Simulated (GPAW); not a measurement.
# How far to go with the k-point mesh: Na (Im-3m, 1 atom in the cell)

```
CELL_PARAMETERS angstrom
     -2.14065     2.14065     2.14065
      2.14065    -2.14065     2.14065
      2.14065     2.14065    -2.14065
ATOMIC_POSITIONS crystal
  Na 0.00000 0.00000 0.00000
```

Method of the run: PBE, GPAW PAW datasets PBE (gpaw-data 1.0.1) (plane waves; GPAW).

Base settings: mode = pw; ecut = 850 eV; xc = PBE; kpts = 6 6 6; mesh shift (steps) = 0 0 0; occupations.name = fermi-dirac; occupations.width = 0.1 eV; nbands = -9; symmetry.symmorphic = false; symmetry.tolerance = 0.0005.

The second cell is the first with its lattice scaled by 0.98.

Only quantities that move along the ladder and can be compared are tabulated.

The count of work is k-points × plane waves × bands × iterations; it is no time. Core times come from one kind of shared machine, to one figure; runs under 30 s give none.

The starting cell has typed, rounded lattice constants, without a prior relaxation at this level. Its lattice was rescaled by up to half a per cent.

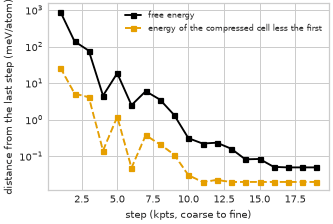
*Distance from the last step along the ladder; very small values are drawn at a floor.*

```tsv
kpts	free energy less the last step's (meV/atom)	energy of the compressed cell less the first (meV/atom)	pressure (GPa)	count of work / last	core time / last (rough)
2 2 2	910.62	24.25	1.39	0.0026	–
3 3 3	-140.01	-7.86	-0.73	0.0039	–
4 4 4	77.77	1.53	-0.11	0.0070	–
5 5 5	-4.59	-2.49	-0.38	0.0087	–
6 6 6	18.79	-1.41	-0.30	0.014	–
7 7 7	-2.52	-2.68	-0.39	0.017	–
8 8 8	6.06	-2.25	-0.36	0.025	–
9 9 9	-3.58	-2.84	-0.40	0.031	–
11 11 11	-1.36	-2.74	-0.39	0.049	–
13 13 13	0.31	-2.60	-0.38	0.073	–
14 14 14	-0.22	-2.64	-0.38	0.091	–
16 16 16	-0.24	-2.65	-0.39	0.13	–
17 17 17	0.16	-2.61	-0.38	0.14	0.2
19 19 19	0.08	-2.62	-0.38	0.19	0.3
21 21 21	0.09	-2.62	-0.38	0.25	0.3
23 23 23	0.05	-2.62	-0.38	0.32	0.4
26 26 26	0.01	-2.63	-0.38	0.45	0.7
29 29 29	0.00	-2.63	-0.38	0.60	0.8
32 32 32	0.01	-2.63	-0.38	0.79	1
35 35 35	0.00	-2.63	-0.38	1.0	1
```

Coarsest kpts that holds the energy of the compressed cell less the first within 1 meV/atom of the last step, with all finer ones: 7 7 7, at 0.017 of the last step's count of work; the step before is off by 1.2 meV/atom.

Coarsest kpts that holds the free energy within 2 meV/atom of the last step, with all finer ones: 11 11 11, at 0.049 of the last step's count of work; the step before is off by 3.6 meV/atom.

Coarsest kpts that holds the pressure within 1 GPa of the last step, with all finer ones: 3 3 3, at 0.0039 of the last step's count of work; the step before is off by 1.8 GPa.

The energy difference between the two cells stays within 1 meV/atom of the last step's from 7 7 7 on, the total only from 13 13 13 on: much of the error is common to both cells and cancels.
